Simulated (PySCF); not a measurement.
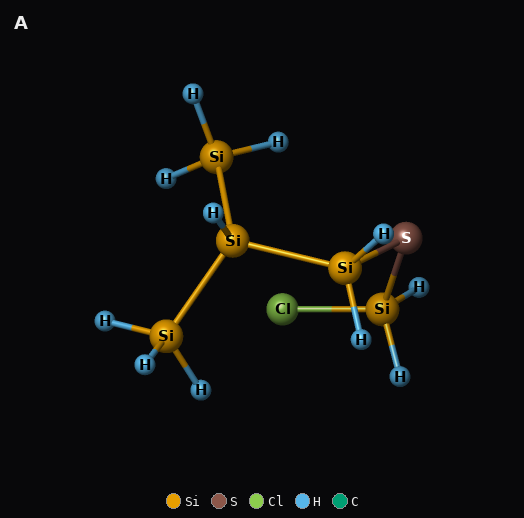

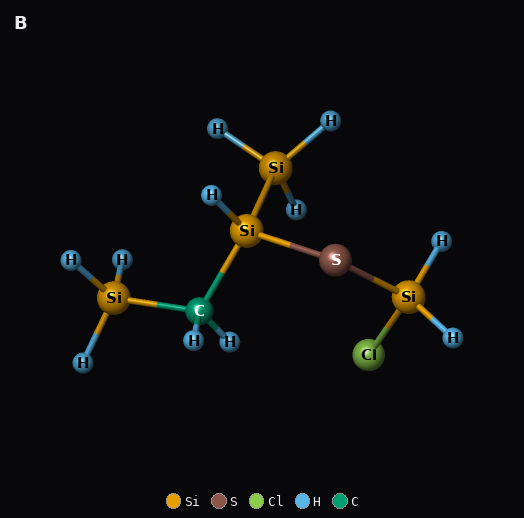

Two related species, optimised with GFN2-xTB; properties computed with PySCF 2.14.0. Both: charge 0, singlet.

**What are A and B?**

A is ClH11SSi5 ([SiH3][SiH]([SiH3])[SiH2]S[SiH2]Cl), B is CH11ClSSi4 ([SiH3]C[Si@H]([SiH3])S[SiH2]Cl).

Compare them. With PBE0/pcSseg-1: dipole moment (D), HOMO–LUMO gap (eV), HOMO energy (Kohn–Sham orbital) (eV), shielding of S (ppm), Hirshfeld charge of S (e), IAO charge of S (e). With GFN2-xTB: mean S–Si length (Å).

| quantity | A | B |
| --- | --- | --- |
| dipole moment (D) | 0.98 | 0.70 |
| HOMO–LUMO gap (eV) | 6.37 | 6.64 |
| HOMO energy (Kohn–Sham orbital) (eV) | −7.46 | −7.41 |
| shielding of S (ppm) | 744.1 | 690.8 |
| Hirshfeld charge of S (e) | −0.17 | −0.18 |
| IAO charge of S (e) | −0.42 | −0.43 |
| mean S–Si length (Å) | 2.156 | 2.165 |

Each is one conformer, and no frequency run is at hand to confirm it as a minimum.

The geometry is semi-empirical. Around Si such bond lengths and angles can be off by a tenth of an ångström or more and by several degrees, and values that hang on the shape move with them.
